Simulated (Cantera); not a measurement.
A closed system holds: 1 mol MgCO3, 0.11 mol SO3, 4.7 mol H2O, 2.4 mol H2S, equilibrated at 10.0 mbar.

Method: chemical equilibrium by Gibbs-energy minimisation in Cantera with the NASA 1993 tables (ideal gas, pure condensed phases). Candidate condensed phases: C, C6H6, C7H8, C8H18, H2O, H2SO4, Mg, MgCO3, MgO, Mg(OH)2, MgS, MgSO4, S; 130 gas species. Gases not in the tables: S3 to S7. Rates play no part.

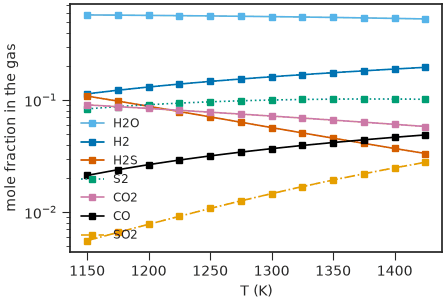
Fig. 1. Equilibrium gas composition (values under 1e-9 drawn at 1e-9)

From 1150 K to 1425 K the condensed part is MgO(s).
